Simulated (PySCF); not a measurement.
**BTe+: bond curves at several levels of theory**

What are the lowest state that PBE0 finds, the bond length, vibrational wavenumber and bond energy of BTe+, and how much do these hang on the method?

Method: B def2-SVPD, Te def2-SVPD with ECP28, scalar-relativistic core potentials; program: PySCF 2.14.0.

### 1 Input

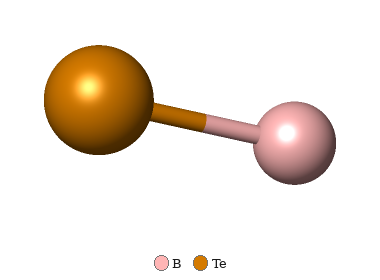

The two atoms at the starting distance (boron pink, tellurium orange).

A driver script around PySCF takes these settings:

| Property | Result |
| --- | --- |
| atoms | B, Te |
| charge | 1 |
| basis | B def2-SVPD, Te def2-SVPD with ECP28 |
| Hamiltonian | scalar-relativistic core potentials |
| basis functions | 55 |
| electrons treated | 28 |
| masses in u | 11.0093, 129.9062 |
| levels | PBE0, PBE, r²SCAN, BHandHLYP, r²SCAN0, LDA, LC-ωPBE, HF, MP2, SCS-MP2, CCSD, CCSD(T) |
| grid | 80 radial by 434 angular points |
| occupations | held fixed by the projection of orbital angular momentum |
| dissociation limit | B+ + Te, each in its ground configuration |
| starting distance in angstrom | 2.235 |
| values of 2S to try | 0, 2 |

The run is started by

```
OMP_NUM_THREADS=1 python dia.py task.json out
```

Further steps of the session: PBE0 along the bond; Higher solutions at PBE0; PBE; r²SCAN (meta-GGA); BHandHLYP (global hybrid GGA); r²SCAN0; LDA (local density); LC-ωPBE; UHF; Correlated methods on the Hartree–Fock reference.

Q: Predict the outcome of this session. Wanted: for each run, Re; ωe; De; μ.

**Answer**, as computed:

Lowest PBE0 solution found, without spin–orbit coupling: ³Π (triplet), unpaired electrons σ ↑, π ↑. State 2 has its PBE0 minimum 0.11 eV higher, as a spin-mixed determinant (⟨S²⟩ = 1.04), so this is no gap between pure states. State 3 has its PBE0 minimum 0.75 eV higher. State 4 has its PBE0 minimum 0.75 eV higher. The other levels ran on the lowest alone.

| level | Re (Å) | ωe (cm⁻¹) | De (eV) | μ (D) |
| --- | --- | --- | --- | --- |
| UHF | 2.066 | 651 | 1.90 | -3.40 |
| UHF-MP2 | 2.052 | 735 | 2.56 | n/a |
| UHF-SCS-MP2 | 2.066 | 702 | 2.32 | n/a |
| UHF-CCSD | 2.077 | 649 | 2.12 | n/a |
| UHF-CCSD(T) | 2.083 | 652 | 2.32 | n/a |
| LDA | 2.054 | 692 | 3.92 | -2.21 |
| PBE | 2.074 | 666 | 3.53 | -2.24 |
| r²SCAN | 2.061 | 691 | 3.46 | -2.50 |
| PBE0 | 2.056 | 689 | 3.20 | -2.46 |
| r²SCAN0 | 2.051 | 699 | 3.17 | -2.65 |
| BHandHLYP | 2.059 | 674 | 2.73 | -2.75 |
| LC-ωPBE | 2.029 | 719 | 2.89 | -2.60 |

De is counted to B+ + Te in their ground configurations. A positive dipole points from B to Te; in an ion it is taken about the centre of mass and does not tell which atom is negative.

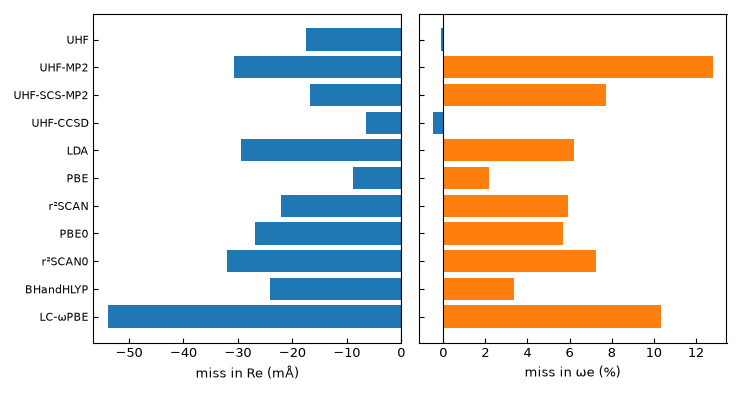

How far each level lies from CCSD(T) in the same basis.

**Reading.** Against CCSD(T) in the same basis, the bond length is nearest at UHF-CCSD (-7 mÅ) and farthest at LC-ωPBE (-54 mÅ); the wavenumber is nearest at UHF (-0.1 %) and farthest at UHF-MP2 (+12.8 %). CCSD(T) in a basis this small is itself some way from its limit, more so than the functionals. Of the levels with a De here, UHF gives the least (1.90 eV) and LDA the most (3.92 eV).

Correlated steps freeze 5 core orbitals. These are scalar-relativistic numbers at best; spin–orbit coupling would shift them, the dissociation energy most. At some levels the lowest empty orbital lies below the highest filled one (the two can be of opposite spin). With spin–orbit coupling the term label itself may not hold.
